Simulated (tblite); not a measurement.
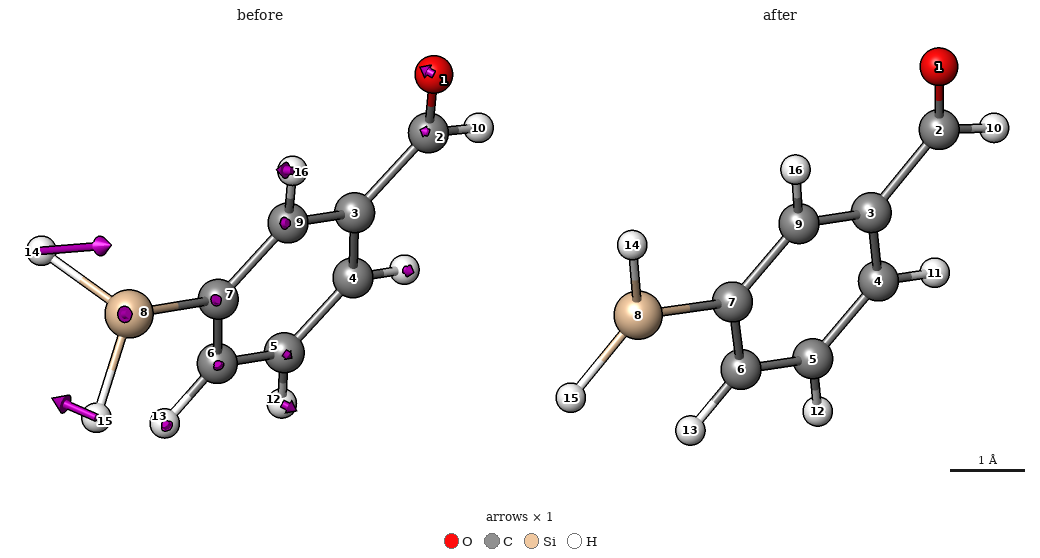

The structure of C$_{7}$H$_{7}$OSi (multiplicity 2) before (left) and after (right) a relaxation, at one scale. The purple arrows give the displacements, at their true length.

A ball-and-stick model, seen from a free direction.

The calculation used GFN2-xTB geometry optimisation, gas phase in tblite. 

Describe what moved and what it gained.

The energy falls by 8.04 kcal/mol in 77 geometry steps. H14 moves most after the best rigid fit: 1.46 Å. By element the largest moves are H 1.46 Å, Si 0.29 Å, O 0.23 Å, C 0.17 Å. Among the contacts that change: Si8–H14 1.493 → 1.447 Å, C7–Si8 1.876 → 1.836 Å, Si8–H15 1.482 → 1.449 Å, O1–C2 1.237 → 1.208 Å. Bond angles that change, for instance: C7–Si8–H14 108.9° → 120.4°, H14–Si8–H15 108.4° → 119.5°, O1–C2–C3 120.9° → 125.7°. Cost: 0.54 s on 1 thread of Arm Neoverse V2, with other jobs on the host.
